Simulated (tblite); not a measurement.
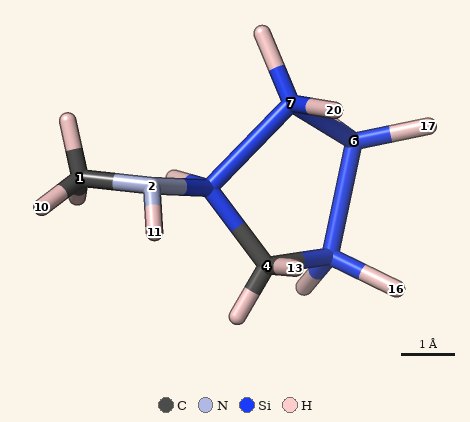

Figure 1. The starting structure (stick view, seen at a tilt; atoms are numbered from 1 in the order of the input). Bond lengths as drawn: C–H 1.09 to 1.12 Å, C–N 1.48 Å, C–Si 1.85 to 1.86 Å, H–N 1.04 Å, H–Si 1.45 to 1.47 Å, N–Si 1.77 Å and Si–Si 2.25 to 2.26 Å.

C₂H₁₃NSi₄: geometry relaxation (part 1 of 3)

C₂H₁₃NSi₄, computed with GFN2-xTB geometry optimisation, gas phase (tblite 0.8.0).

It belongs to a series of runs on one base structure; here: H on Si replaced by NHCH3.

## The program's output
```
step      E/eV     max force
  0    -562.56387    1.991
  1    -562.73135    1.092
  2    -562.82303    0.644
  3    -562.90068    0.712
  4    -563.00080    0.808
  5    -563.09849    0.719
  6    -563.16075    0.531
  7    -563.19791    0.432
  8    -563.23492    0.437
  9    -563.26613    0.439
 10    -563.29120    0.306
 11    -563.30731    0.216
 12    -563.31607    0.173
 13    -563.32165    0.181
 14    -563.32613    0.154
 15    -563.32984    0.137
 16    -563.33368    0.140
 17    -563.33856    0.193
 18    -563.34500    0.223
 19    -563.35268    0.236
 20    -563.36046    0.218
 21    -563.36804    0.201
 22    -563.37581    0.314
 23    -563.38443    0.389
 24    -563.38905    0.382
 25    -563.40048    0.196
 26    -563.40758    0.171
 27    -563.41226    0.159
 28    -563.41620    0.162
 29    -563.42097    0.179
 30    -563.42568    0.190
 31    -563.42942    0.139
 32    -563.43260    0.123
 33    -563.43565    0.160
 34    -563.43840    0.161
 35    -563.44071    0.111
 36    -563.44316    0.133
 37    -563.44650    0.178
 38    -563.45068    0.198
 39    -563.45493    0.329
 40    -563.45886    0.214
 41    -563.46238    0.168
 42    -563.46592    0.176
 43    -563.46977    0.182
 44    -563.47330    0.192
 45    -563.47653    0.155
 46    -563.48029    0.181
 47    -563.48430    0.177
 48    -563.48797    0.166
 49    -563.49077    0.106
 50    -563.49315    0.115
 51    -563.49589    0.134
 52    -563.49922    0.116
 53    -563.50202    0.131
 54    -563.50435    0.119
 55    -563.50668    0.120
 56    -563.50953    0.124
 57    -563.51256    0.113
 58    -563.51489    0.082
 59    -563.51638    0.108
 60    -563.51784    0.097
 61    -563.51995    0.123
 62    -563.52289    0.144
 63    -563.52575    0.121
 64    -563.52893    0.136
 65    -563.53235    0.120
 66    -563.53631    0.130
 67    -563.54036    0.154
 68    -563.54417    0.129
 69    -563.54787    0.161
 70    -563.55187    0.141
 71    -563.55481    0.248
 72    -563.56028    0.170
 73    -563.56528    0.118
 74    -563.56919    0.188
 75    -563.57084    0.138
 76    -563.57298    0.118
 77    -563.57656    0.140
 78    -563.57798    0.117
 79    -563.57963    0.087
 80    -563.58109    0.095
 81    -563.58277    0.090
 82    -563.58460    0.110
 83    -563.58645    0.112
 84    -563.58809    0.080
 85    -563.58936    0.080
 86    -563.59066    0.117
 87    -563.59195    0.117
 88    -563.59339    0.081
 89    -563.59417    0.059
 90    -563.59468    0.046
 91    -563.59508    0.037
 92    -563.59538    0.040
 93    -563.59558    0.028
 94    -563.59574    0.024
 95    -563.59593    0.029
 96    -563.59617    0.031
 97    -563.59644    0.032
 98    -563.59669    0.055
 99    -563.59694    0.045
100    -563.59721    0.038
101    -563.59748    0.033
102    -563.59768    0.035
103    -563.59780    0.027
104    -563.59789    0.024
105    -563.59801    0.026
106    -563.59815    0.025
107    -563.59828    0.024
108    -563.59838    0.025
109    -563.59848    0.020
110    -563.59859    0.023
111    -563.59872    0.022
112    -563.59885    0.020
113    -563.59896    0.024
114    -563.59906    0.021
115    -563.59917    0.024
116    -563.59930    0.026
117    -563.59944    0.021
118    -563.59956    0.024
119    -563.59968    0.027
120    -563.59983    0.034
121    -563.60006    0.036
122    -563.60031    0.031
123    -563.60050    0.025
124    -563.60062    0.024
125    -563.60073    0.026
126    -563.60087    0.028
127    -563.60107    0.028
128    -563.60130    0.041
129    -563.60152    0.035
130    -563.60172    0.029
131    -563.60184    0.023
132    -563.60193    0.017
133    -563.60199    0.022
134    -563.60204    0.018
135    -563.60211    0.016
136    -563.60216    0.014
137    -563.60220    0.013
138    -563.60223    0.015
139    -563.60226    0.009
```

## Trajectory as extended XYZ (Å, eV, eV/Å), 24 of the 140 frames kept, from step=0 to step=139
```
20
Properties=species:S:1:pos:R:3:forces:R:3 step=0 energy=-562.56387
C     3.2006    0.3032   -0.1965   -0.1270   0.2630   0.3130
N     2.0461    0.0491   -1.0791    0.1890  -1.2720   1.0110
Si    0.6119    0.0525   -0.0473    0.6860   0.8420  -0.9080
C    -0.4271   -1.4732   -0.1921    0.8460  -1.8010  -0.0650
Si   -1.9778   -1.2503    0.8036   -1.2870  -0.6980   0.1450
Si   -2.5344    0.9238    0.6864   -0.4030   0.4920   0.3290
Si   -0.9095    1.5816   -0.7301    0.3800   0.8030  -0.2690
H     2.9669    0.0236    0.8597    0.5330   0.1140  -0.6870
H     3.3892    1.3978   -0.1859    0.0590  -0.6930  -0.1740
H     4.0832   -0.2597   -0.5113   -0.1130   0.3540  -0.0380
H     2.1693   -0.8805   -1.5355   -0.0560   1.0330   0.3470
H     0.8745    0.3658    1.3623    0.1910  -0.2660   0.1730
H    -0.6737   -1.6130   -1.2472    0.0100  -0.0690   0.1160
H     0.1162   -2.4025    0.1255   -0.4230   0.6400  -0.3040
H    -1.8368   -1.7197    2.1651    0.1060  -0.3300   0.2330
H    -3.0639   -1.9594    0.1083    0.0990  -0.3520   0.1510
H    -3.8640    1.1377    0.1485   -0.3460   0.1550   0.2110
H    -2.3423    1.4667    2.0294   -0.2970   0.2590   0.0530
H    -0.4719    2.9468   -0.4834   -0.0390   0.2900  -0.2950
H    -1.3617    1.3201   -2.0836   -0.0090   0.2370  -0.3410
20
Properties=species:S:1:pos:R:3:forces:R:3 step=6 energy=-563.16075
C     3.2628    0.2926   -0.1685    0.0220   0.0170   0.0050
N     2.0734   -0.0789   -0.8858   -0.0440  -0.0620  -0.2990
Si    0.5602    0.0907   -0.0945    0.1520  -0.2710   0.2210
C    -0.4367   -1.5332   -0.1693   -0.1570  -0.1770  -0.0590
Si   -2.0827   -1.3293    0.8120    0.0850   0.0560  -0.0890
Si   -2.5701    0.9710    0.6956   -0.1110  -0.1920  -0.0210
Si   -0.9118    1.7194   -0.7768   -0.1620  -0.1070   0.2430
H     3.1258    0.0260    0.8754    0.3690   0.1050   0.2520
H     3.4209    1.3667   -0.2456    0.0020   0.1540   0.0580
H     4.1404   -0.2025   -0.5578    0.1750  -0.1580  -0.0930
H     2.2104   -0.8170   -1.5527    0.0250  -0.0150  -0.0530
H     0.9190    0.2769    1.3305   -0.0580   0.0160   0.0390
H    -0.6712   -1.6747   -1.2276   -0.1380  -0.0760   0.0450
H     0.1323   -2.4366    0.1103   -0.2400   0.4670   0.0800
H    -1.8288   -1.8243    2.1923   -0.1640  -0.0200  -0.3560
H    -3.1187   -2.1420    0.1183    0.2300   0.0080   0.2940
H    -3.9629    1.2009    0.2343    0.1920   0.0520   0.2170
H    -2.4498    1.5634    2.0566   -0.1490  -0.0390  -0.3240
H    -0.4676    3.1121   -0.5893   -0.1020  -0.0910  -0.2530
H    -1.3501    1.4296   -2.1605    0.0740   0.3310   0.0950
20
Properties=species:S:1:pos:R:3:forces:R:3 step=12 energy=-563.31607
C     3.3083    0.2880   -0.1672    0.0510   0.0310  -0.0460
N     2.1019   -0.1232   -0.8435   -0.0250  -0.1220   0.0590
Si    0.5712    0.0637   -0.0851    0.0330   0.0580   0.1120
C    -0.4781   -1.5284   -0.1867    0.0450   0.0590  -0.0300
Si   -2.1083   -1.3311    0.7928    0.0850  -0.0060   0.0040
Si   -2.5986    0.9393    0.6849   -0.0670   0.1120  -0.0710
Si   -0.9244    1.7254   -0.7393    0.0890  -0.0860  -0.0440
H     3.2743    0.0562    0.8987   -0.0330  -0.0530   0.0310
H     3.4336    1.3668   -0.2552    0.0580   0.1310  -0.0690
H     4.1775   -0.2018   -0.5885    0.1270  -0.0360  -0.1120
H     2.2378   -0.8037   -1.5711    0.0460   0.0620   0.0280
H     0.9229    0.2433    1.3476   -0.0600  -0.0180  -0.0410
H    -0.7170   -1.7231   -1.2332   -0.0030   0.0030  -0.0010
H     0.0964   -2.3912    0.1527   -0.1180   0.0260   0.0330
H    -1.8675   -1.8753    2.1332   -0.0250   0.0090   0.0740
H    -3.0995   -2.2240    0.1889   -0.0990  -0.0770  -0.0390
H    -3.9841    1.2382    0.3109   -0.1050  -0.0330  -0.0790
H    -2.5247    1.5917    1.9998    0.0490  -0.0230   0.0750
H    -0.5012    3.1350   -0.6911   -0.0340  -0.0660   0.0730
H    -1.3257    1.5648   -2.1516   -0.0130   0.0300   0.0410
20
Properties=species:S:1:pos:R:3:forces:R:3 step=18 energy=-563.34500
C     3.3519    0.2958   -0.1793   -0.0670  -0.0630  -0.0350
N     2.1286   -0.1832   -0.7836    0.0420  -0.0830   0.0110
Si    0.5868    0.0534   -0.0626    0.0110   0.0840  -0.0940
C    -0.4944   -1.5085   -0.1921   -0.0320  -0.0200   0.0470
Si   -2.1239   -1.3289    0.7868   -0.1450   0.1300   0.0460
Si   -2.6324    0.9568    0.6636    0.0220  -0.1320   0.0140
Si   -0.9140    1.7044   -0.7353   -0.0390   0.0400  -0.0210
H     3.3261    0.0616    0.8891    0.1770   0.1180  -0.0670
H     3.4595    1.3838   -0.2912   -0.0210  -0.1690  -0.0290
H     4.2155   -0.1938   -0.6314   -0.0560   0.0860   0.0760
H     2.2616   -0.7747   -1.5860   -0.0290   0.1240   0.0100
H     0.9035    0.2335    1.3676    0.0300   0.0060   0.0670
H    -0.7218   -1.7238   -1.2353   -0.0020   0.0510  -0.0410
H     0.0468   -2.3724    0.1765    0.0840  -0.1610   0.0300
H    -1.8911   -1.8740    2.1350    0.0000   0.0690  -0.0140
H    -3.1083   -2.2550    0.2056   -0.0150   0.0080  -0.0330
H    -4.0292    1.2316    0.2930    0.0220  -0.0060  -0.0240
H    -2.5251    1.5798    1.9976   -0.0270  -0.0250  -0.0470
H    -0.5186    3.1187   -0.6729    0.0320   0.0080   0.1100
H    -1.3267    1.6056   -2.1482    0.0110  -0.0630  -0.0070
20
Properties=species:S:1:pos:R:3:forces:R:3 step=24 energy=-563.38905
C     3.3963    0.2793   -0.2036    0.1380   0.0770   0.1610
N     2.1691   -0.3337   -0.6654    0.2090  -0.0290  -0.2960
Si    0.6006    0.0545   -0.0412   -0.0510  -0.2670   0.0410
C    -0.5158   -1.5052   -0.1658   -0.0200   0.0080  -0.0010
Si   -2.1800   -1.3162    0.7785    0.1640  -0.1980  -0.1220
Si   -2.6790    0.9450    0.6293    0.0820   0.0010  -0.0320
Si   -0.9249    1.7008   -0.7339    0.0120  -0.0510   0.1380
H     3.5022    0.1309    0.8724   -0.1450  -0.0110  -0.0110
H     3.4637    1.3573   -0.3843   -0.2040   0.0700  -0.1040
H     4.2693   -0.1679   -0.6772   -0.0910  -0.1720  -0.0760
H     2.2687   -0.6547   -1.6245   -0.2030   0.1490   0.2870
H     0.8942    0.2215    1.3945    0.0640   0.0720   0.0280
H    -0.7283   -1.6928   -1.2223    0.0000  -0.0250   0.0860
H    -0.0065   -2.3994    0.2027    0.0030   0.1590  -0.0940
H    -1.9315   -1.8206    2.1376   -0.0480   0.0490   0.0200
H    -3.1373   -2.2902    0.2074    0.0690   0.1330   0.0290
H    -4.0738    1.2186    0.2525    0.0270   0.0350  -0.0180
H    -2.5513    1.5514    1.9675   -0.0740   0.0230  -0.0360
H    -0.5225    3.1084   -0.5727    0.0000  -0.0290  -0.0080
H    -1.3183    1.6235   -2.1543    0.0660   0.0080   0.0070
20
Properties=species:S:1:pos:R:3:forces:R:3 step=30 energy=-563.42568
C     3.3905    0.2846   -0.2028   -0.1390  -0.0610  -0.0470
N     2.1719   -0.3516   -0.6527   -0.1220  -0.0690  -0.1280
Si    0.6073    0.0321   -0.0249   -0.0030   0.0380   0.1570
C    -0.5035   -1.5162   -0.1647    0.0260  -0.0530  -0.0050
Si   -2.1567   -1.3288    0.7747    0.0240  -0.0210   0.0160
Si   -2.6622    0.9243    0.6236   -0.0690   0.1050   0.0100
Si   -0.9074    1.6833   -0.7115    0.0350  -0.0300   0.0200
H     3.4746    0.1527    0.8766   -0.0370   0.0700  -0.0640
H     3.4100    1.3576   -0.4255    0.0810  -0.0270  -0.0160
H     4.2424   -0.2000   -0.6780    0.0470   0.0680   0.0300
H     2.2167   -0.6015   -1.6307    0.0330   0.0410   0.0480
H     0.9224    0.2474    1.4017    0.0120  -0.0220   0.0160
H    -0.7299   -1.6878   -1.2184    0.0250  -0.0310  -0.0080
H     0.0219   -2.4063    0.1793   -0.0110   0.0250  -0.0250
H    -1.9427   -1.7826    2.1532   -0.0120  -0.0480   0.0240
H    -3.1380   -2.2527    0.1879    0.0130  -0.0320   0.0080
H    -4.0478    1.2212    0.2289    0.0310  -0.0060  -0.0420
H    -2.5747    1.5489    1.9542   -0.0320   0.0110   0.0050
H    -0.5122    3.0881   -0.5371    0.0200   0.0030  -0.0290
H    -1.2877    1.5980   -2.1368    0.0790   0.0390   0.0300
20
Properties=species:S:1:pos:R:3:forces:R:3 step=36 energy=-563.44316
C     3.3571    0.2787   -0.2205    0.0430   0.0490   0.0000
N     2.1454   -0.3703   -0.6634    0.0460   0.0510  -0.0120
Si    0.6034    0.0175    0.0185    0.0980   0.0790  -0.0440
C    -0.4949   -1.5299   -0.1615    0.0100  -0.0210   0.0360
Si   -2.1434   -1.3340    0.7806   -0.0680   0.0530   0.0470
Si   -2.6607    0.9299    0.6246   -0.0430  -0.0450   0.0210
Si   -0.8869    1.6748   -0.6830    0.0320   0.0370  -0.0150
H     3.4307    0.1897    0.8610   -0.0420  -0.0120   0.0300
H     3.3951    1.3442   -0.4676   -0.0370   0.0700  -0.0750
H     4.2287   -0.2001   -0.6646   -0.0010  -0.0720  -0.0080
H     2.1829   -0.5634   -1.6530   -0.0550  -0.0140  -0.0050
H     0.9521    0.2498    1.4349   -0.0160  -0.0930  -0.0130
H    -0.7158   -1.6940   -1.2175    0.0030   0.0450  -0.0050
H     0.0441   -2.4165    0.1618   -0.0340  -0.0630   0.0780
H    -1.9538   -1.7845    2.1666    0.0120  -0.0370  -0.0330
H    -3.1277   -2.2451    0.1831   -0.0120  -0.0600   0.0060
H    -4.0324    1.2256    0.1902   -0.0010  -0.0100  -0.0410
H    -2.6080    1.5593    1.9544   -0.0240   0.0080   0.0060
H    -0.4927    3.0804   -0.5303    0.0430   0.0380   0.0190
H    -1.2283    1.5983   -2.1171    0.0460  -0.0020   0.0090
20
Properties=species:S:1:pos:R:3:forces:R:3 step=42 energy=-563.46592
C     3.3440    0.2946   -0.2583    0.0350   0.0040  -0.0110
N     2.1384   -0.3755   -0.6837   -0.0340   0.0990   0.0760
Si    0.6241    0.0091    0.0595   -0.1330  -0.0970  -0.0530
C    -0.4877   -1.5347   -0.1289   -0.0790   0.0740   0.0050
Si   -2.1555   -1.3324    0.7881    0.0230  -0.0380  -0.0110
Si   -2.6810    0.9320    0.6214    0.1480  -0.0390  -0.0870
Si   -0.8534    1.6834   -0.6368    0.0130   0.0370   0.0280
H     3.3838    0.2555    0.8300    0.0180   0.0660  -0.0650
H     3.3786    1.3474   -0.5696    0.0570  -0.0720   0.0070
H     4.2221   -0.2219   -0.6520   -0.0450   0.0430  -0.0130
H     2.1260   -0.5160   -1.6827    0.0330  -0.0360  -0.0220
H     0.9750    0.1818    1.4793    0.0490  -0.0420   0.0240
H    -0.6926   -1.6720   -1.1932   -0.0120  -0.0240   0.0360
H     0.0161   -2.4436    0.1955    0.0030   0.0520   0.0220
H    -1.9692   -1.8140    2.1641    0.0050   0.0280   0.0150
H    -3.1148   -2.2780    0.1966   -0.0160   0.0130  -0.0190
H    -4.0256    1.2209    0.1073   -0.0140  -0.0010  -0.0090
H    -2.6724    1.5710    1.9487   -0.0500  -0.0040  -0.0210
H    -0.4420    3.0915   -0.4995    0.0060  -0.0410   0.0650
H    -1.1192    1.6114   -2.0890   -0.0070  -0.0220   0.0330
20
Properties=species:S:1:pos:R:3:forces:R:3 step=48 energy=-563.48797
C     3.3328    0.3196   -0.3125   -0.0380   0.0360  -0.0420
N     2.1135   -0.3495   -0.6953    0.0370   0.0010  -0.0160
Si    0.6239   -0.0194    0.1159    0.0840  -0.0070   0.0810
C    -0.5128   -1.5331   -0.0908    0.0890  -0.0240  -0.0170
Si   -2.1860   -1.3390    0.8002   -0.0030  -0.0300  -0.0470
Si   -2.6719    0.9208    0.5750   -0.1370   0.0610   0.0720
Si   -0.7943    1.6881   -0.5707   -0.0350  -0.0250   0.0450
H     3.3606    0.3832    0.7716    0.0570  -0.0110   0.0200
H     3.3949    1.3349   -0.7146    0.0370   0.0930  -0.0250
H     4.2019   -0.2408   -0.6610   -0.0180  -0.0360   0.0200
H     2.0695   -0.4621   -1.6979   -0.0100  -0.0840   0.0210
H     1.0252    0.0740    1.5318    0.0220  -0.0040  -0.0200
H    -0.6874   -1.6617   -1.1598   -0.0520  -0.0950   0.0040
H    -0.0234   -2.4415    0.2527    0.0330  -0.0210  -0.0530
H    -1.9929   -1.8096    2.1774   -0.0330   0.0290   0.0420
H    -3.1175   -2.3028    0.1951   -0.0410   0.0160   0.0060
H    -3.9940    1.1991   -0.0052    0.0150  -0.0090  -0.0450
H    -2.7778    1.5598    1.8999    0.0030  -0.0030  -0.0290
H    -0.3736    3.0798   -0.3870    0.0190   0.0720   0.0480
H    -0.9959    1.6108   -2.0277   -0.0280   0.0420  -0.0660
20
Properties=species:S:1:pos:R:3:forces:R:3 step=54 energy=-563.50435
C     3.3374    0.3524   -0.3554    0.0320  -0.0400   0.0050
N     2.1116   -0.3259   -0.6961   -0.0140   0.0260   0.0400
Si    0.6382   -0.0379    0.1576   -0.0410   0.0430  -0.0110
C    -0.5142   -1.5430   -0.0754   -0.0010  -0.0670   0.0240
Si   -2.2011   -1.3464    0.7959   -0.0180   0.0390   0.0280
Si   -2.6972    0.9151    0.5528   -0.0260   0.0130  -0.0080
Si   -0.7747    1.6911   -0.5206   -0.0100  -0.0160   0.0010
H     3.3900    0.4657    0.7246   -0.0530   0.0140   0.0140
H     3.4271    1.3481   -0.8061   -0.0400  -0.0350  -0.0260
H     4.1861   -0.2543   -0.6703    0.0970   0.0140  -0.0670
H     2.0420   -0.4767   -1.6919    0.0250  -0.0520   0.0260
H     1.0726    0.0041    1.5697   -0.0160   0.0030  -0.0870
H    -0.7074   -1.6987   -1.1379    0.0700   0.0460  -0.0260
H    -0.0299   -2.4521    0.2708    0.0390  -0.0580   0.0090
H    -2.0307   -1.7808    2.1912   -0.0280   0.0140  -0.0190
H    -3.1418   -2.3102    0.1985    0.0230   0.0300   0.0220
H    -3.9883    1.1840   -0.0990    0.0250  -0.0020  -0.0030
H    -2.8482    1.5577    1.8693   -0.0340   0.0040  -0.0160
H    -0.3362    3.0780   -0.2876   -0.0340  -0.0470   0.0040
H    -0.9404    1.6404   -1.9931    0.0050   0.0710   0.0910
20
Properties=species:S:1:pos:R:3:forces:R:3 step=60 energy=-563.51784
C     3.3519    0.3686   -0.3976   -0.0190   0.0130   0.0010
N     2.1142   -0.3150   -0.6839    0.0130  -0.0660  -0.0240
Si    0.6437   -0.0572    0.1851    0.0260  -0.0160  -0.0460
C    -0.5092   -1.5680   -0.0521   -0.0230   0.0410   0.0050
Si   -2.2122   -1.3393    0.7940    0.0440  -0.0250   0.0270
Si   -2.7296    0.9143    0.5279    0.0710  -0.0600  -0.0270
Si   -0.7665    1.6833   -0.4589    0.0340   0.0530  -0.0430
H     3.4092    0.5481    0.6744    0.0180  -0.0290  -0.0350
H     3.4349    1.3361   -0.9083   -0.0400  -0.0210   0.0000
H     4.2018   -0.2515   -0.6999   -0.0640   0.0390   0.0420
H     2.0267   -0.5055   -1.6702    0.0250  -0.0660  -0.0420
H     1.1074   -0.0513    1.5796    0.0000   0.0360   0.0620
H    -0.6898   -1.7094   -1.1199    0.0440   0.0060   0.0050
H    -0.0298   -2.4836    0.2910   -0.0320   0.0310   0.0140
H    -2.0832   -1.7434    2.2021    0.0170   0.0060  -0.0080
H    -3.1560   -2.3046    0.2117    0.0040  -0.0130  -0.0260
H    -3.9809    1.1700   -0.1954   -0.0190   0.0120  -0.0020
H    -2.9336    1.5571    1.8326   -0.0680   0.0310   0.0250
H    -0.3182    3.0560   -0.1827   -0.0160   0.0060   0.0550
H    -0.8859    1.7058   -1.9326   -0.0150   0.0220   0.0160
20
Properties=species:S:1:pos:R:3:forces:R:3 step=66 energy=-563.53631
C     3.3401    0.3898   -0.4712   -0.0060  -0.0630  -0.0390
N     2.1195   -0.3480   -0.6918   -0.0100  -0.0530   0.0310
Si    0.6745   -0.0843    0.2195   -0.0100   0.0020  -0.0030
C    -0.4998   -1.5798   -0.0172    0.0620   0.0470  -0.0110
Si   -2.2142   -1.3397    0.8006   -0.0400   0.0560  -0.0820
Si   -2.7467    0.8997    0.4880   -0.0080   0.1090   0.0410
Si   -0.7238    1.6891   -0.3735   -0.0650   0.0060   0.1110
H     3.4166    0.6552    0.5794   -0.0840   0.0230   0.0270
H     3.3959    1.3070   -1.0666   -0.0420   0.0410   0.0100
H     4.2012   -0.2319   -0.7218    0.0380  -0.0350  -0.0520
H     2.0260   -0.6126   -1.6623   -0.0020  -0.0250   0.0710
H     1.1519   -0.0977    1.6132    0.0190   0.0390  -0.0090
H    -0.6276   -1.7149   -1.0936   -0.1190  -0.0420   0.0330
H    -0.0491   -2.5039    0.3400    0.0380   0.0330   0.0250
H    -2.1391   -1.6903    2.2242    0.0730  -0.0500   0.0040
H    -3.1588   -2.2981    0.2117    0.0160  -0.0610  -0.0190
H    -3.9439    1.1473   -0.3332    0.0600  -0.0410  -0.0150
H    -3.1178    1.5612    1.7555    0.0470  -0.0480  -0.0720
H    -0.2999    3.0347    0.0317    0.0200   0.0400   0.0490
H    -0.8102    1.8278   -1.8356    0.0120   0.0230  -0.0980
```
